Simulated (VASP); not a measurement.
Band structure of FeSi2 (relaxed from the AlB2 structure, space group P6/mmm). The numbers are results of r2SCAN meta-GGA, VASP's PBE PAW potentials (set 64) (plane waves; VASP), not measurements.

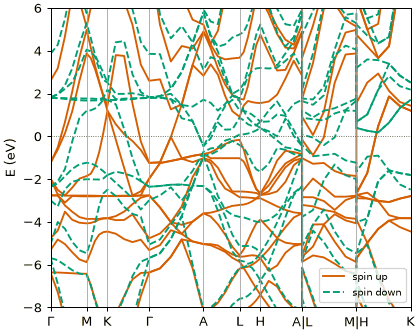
Fig. 1. Bands along high-symmetry lines, zero at the valence-band maximum or, without a gap, the Fermi level

Problem. Read the plot: is there a gap, and where are the band edges?

Solution. It has no gap at this level: it comes out as a metal or semimetal.

The structure was generated: FeSi2 was put into the AlB2 type (P6/mmm), which need not be its known phase. It was relaxed first, which changed the volume by -47 %.
